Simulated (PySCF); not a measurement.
# OSn3: the cost of one run

Computed with PySCF 2.14.0. Level: method and basis as typed in the scripts.

2 further runs of the same task are left out: 2 that didn't finish.

## 1. The system as given

OSn3⁺ (quartet): 4 atoms, charge 1, spin multiplicity 4.

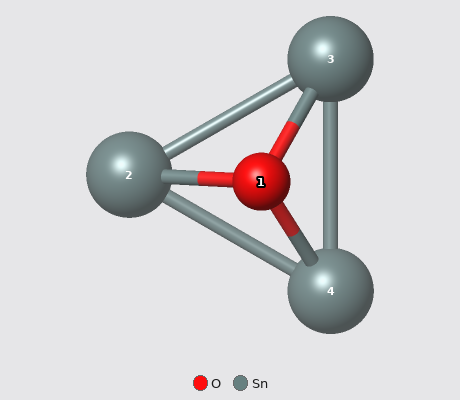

The starting geometry (oxygen red, tin teal); atoms are numbered from 1 in the order of the file.

Geometry (Å):

```xyz
4

O     0.0000    0.0000   -1.0574
Sn    1.8095    0.0000    0.0470
Sn   -0.9047    1.5670    0.0470
Sn   -0.9047   -1.5670    0.0470
```

## 2. Base script

input.py

```python
from pyscf import gto, dft

mol = gto.M(
    atom='O 0 0 -1.0574; Sn 1.8095 0 0.047; Sn -0.9047 1.567 0.047; Sn -0.9047 -1.567 0.047',
    basis='lanl2dz',
    ecp={'Sn': 'lanl2dz'},
    charge=1,
    spin=3,
    verbose=4,
)
mf = dft.UKS(mol, xc='pw91')
mf.kernel()
mf.dip_moment()
print('orbital energies (hartree):', [e[max(0, n-3):n+3].round(4) for e, n in zip(mf.mo_energy, mol.nelec)])
```

Started as:

```sh
$ OMP_NUM_THREADS=1 python input.py
```

What time and memory should one allow on 1 thread of Arm Neoverse N1, shared host?

About 6.1 s, with a peak of 0.21 GiB.
